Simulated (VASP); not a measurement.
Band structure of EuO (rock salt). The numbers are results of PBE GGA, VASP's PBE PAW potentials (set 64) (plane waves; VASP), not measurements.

The 4f electrons are frozen in the core of the lanthanide potential, so 4f levels, which can set the real gap, and their magnetism are missing.

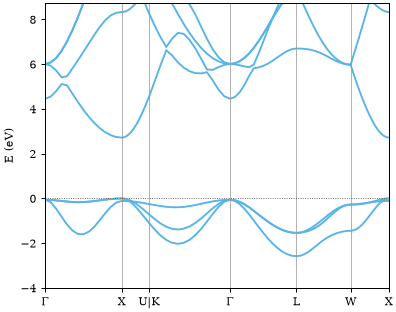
*Bands along high-symmetry lines, zero at the valence-band maximum or, without a gap, the Fermi level*

### Question
Read the plot: is there a gap, and where are the band edges?

### Answer
The gap is direct, 2.72 eV, from the valence maximum at X to the conduction minimum at X. (Edges off the drawn lines would not show.)

The compound is EuO in the rock salt structure. It was relaxed first, which changed the volume by -9 %.
